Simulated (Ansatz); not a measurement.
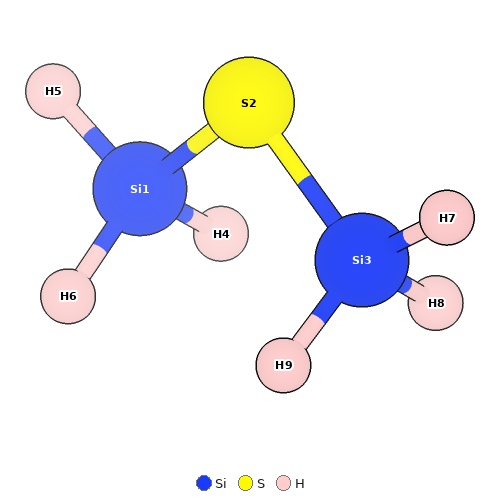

The system is H6SSi2, SMILES [SiH3]S[SiH3]; the picture shows the reference structure. 
- Coordinates scanned: (1) angle Si1–S2–Si3; (2) change of the bonds S2–Si1, S2–Si3, all alike.
- Nothing is relaxed (all other coordinates rigid).
- The grid has 15 × 15 points.
- Points are written as (first, second).
- All energies are given in eV relative to the relaxed molecule at the same level.
- Level of theory: RKS PBE0-D4/def2-TZVP (Ansatz).

Its coordinates:

```xyz
9

Si   -0.7277    1.0871   -0.9340
S     1.2676    0.3993   -0.6007
Si    0.8338   -1.0695    0.8892
H    -1.5953   -0.0209   -1.4095
H    -0.6348    2.1423   -1.9710
H    -1.3086    1.6469    0.3131
H     2.1322   -1.6822    1.2579
H    -0.0867   -2.1061    0.3559
H     0.2081   -0.4432    2.0819
```

Range: angle Si1–S2–Si3 from 53.1 to 143.1°; change of the bonds S2–Si1, S2–Si3, all alike from −0.235 to 0.363 Å.

> What landscape does the calculation give?

The lowest grid point is at (98.1°, 0.021 Å), 0.007 eV from the relaxed molecule at the same level. No other kind of well shows on this grid. The highest grid point, (53.1°, −0.235 Å), lies 15.73 eV above the lowest. Round the minimum the two coordinates are weakly coupled (coupling 0.13 in units of the two stiffnesses).

| second ↓, first → | 53.1 | 59.5 | 65.9 | 72.4 | 78.8 | 85.2 | 91.7 | 98.1 | 104.5 | 110.9 | 117.4 | 123.8 | 130.2 | 136.7 | 143.1 |
| --- | --- | --- | --- | --- | --- | --- | --- | --- | --- | --- | --- | --- | --- | --- | --- |
| 0.363 | 4.67 | 2.73 | 1.91 | 1.55 | 1.40 | 1.33 | 1.31 | 1.32 | 1.37 | 1.43 | 1.52 | 1.64 | 1.77 | 1.92 | 2.08 |
| 0.321 | 4.83 | 2.68 | 1.76 | 1.36 | 1.18 | 1.10 | 1.08 | 1.09 | 1.13 | 1.20 | 1.29 | 1.40 | 1.54 | 1.69 | 1.85 |
| 0.278 | 5.04 | 2.67 | 1.63 | 1.17 | 0.97 | 0.88 | 0.85 | 0.86 | 0.90 | 0.97 | 1.06 | 1.18 | 1.31 | 1.46 | 1.62 |
| 0.235 | 5.32 | 2.70 | 1.53 | 1.01 | 0.78 | 0.68 | 0.64 | 0.65 | 0.69 | 0.76 | 0.85 | 0.96 | 1.09 | 1.24 | 1.40 |
| 0.192 | 5.66 | 2.78 | 1.47 | 0.88 | 0.62 | 0.50 | 0.46 | 0.46 | 0.50 | 0.56 | 0.65 | 0.76 | 0.90 | 1.04 | 1.20 |
| 0.150 | 6.08 | 2.91 | 1.45 | 0.78 | 0.48 | 0.35 | 0.30 | 0.30 | 0.33 | 0.39 | 0.48 | 0.59 | 0.72 | 0.87 | 1.02 |
| 0.107 | 6.59 | 3.11 | 1.48 | 0.73 | 0.38 | 0.23 | 0.17 | 0.16 | 0.19 | 0.25 | 0.34 | 0.45 | 0.58 | 0.72 | 0.87 |
| 0.064 | 7.21 | 3.38 | 1.56 | 0.72 | 0.33 | 0.15 | 0.07 | 0.06 | 0.09 | 0.15 | 0.23 | 0.34 | 0.46 | 0.60 | 0.75 |
| 0.021 | 7.94 | 3.74 | 1.72 | 0.77 | 0.32 | 0.11 | 0.03 | 0.01 | 0.03 | 0.08 | 0.17 | 0.27 | 0.39 | 0.53 | 0.67 |
| −0.021 | 8.78 | 4.20 | 1.96 | 0.88 | 0.38 | 0.14 | 0.04 | 0.01 | 0.02 | 0.08 | 0.15 | 0.25 | 0.37 | 0.50 | 0.64 |
| −0.064 | 9.79 | 4.78 | 2.29 | 1.08 | 0.50 | 0.23 | 0.11 | 0.07 | 0.08 | 0.13 | 0.20 | 0.30 | 0.41 | 0.54 | 0.67 |
| −0.107 | 10.97 | 5.50 | 2.74 | 1.38 | 0.72 | 0.41 | 0.27 | 0.21 | 0.22 | 0.26 | 0.33 | 0.42 | 0.53 | 0.64 | 0.77 |
| −0.150 | 12.35 | 6.37 | 3.31 | 1.79 | 1.04 | 0.68 | 0.51 | 0.45 | 0.45 | 0.48 | 0.54 | 0.63 | 0.73 | 0.84 | 0.96 |
| −0.192 | 13.90 | 7.39 | 4.03 | 2.32 | 1.47 | 1.06 | 0.87 | 0.79 | 0.77 | 0.80 | 0.86 | 0.93 | 1.03 | 1.13 | 1.24 |
| −0.235 | 15.74 | 8.65 | 4.93 | 3.02 | 2.06 | 1.58 | 1.36 | 1.26 | 1.23 | 1.25 | 1.30 | 1.37 | 1.46 | 1.56 | 1.66 |

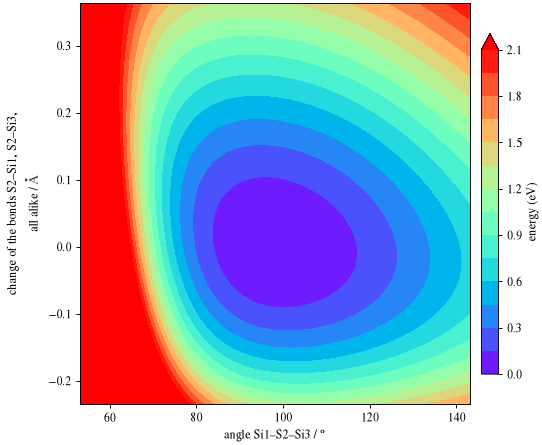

Drawn: filled contours, one colour for all values above the top of the scale. Between grid points the surface is interpolated.

Each point was launched as `ansatz run input.yaml --threads 1 --pin off --max-ram 2560MiB --backend cpu --events-out ev --progress --plain --runs-dir out`. Time for the 225 points that were run: 23 min on 1 thread of Arm Neoverse V2, on a shared host.
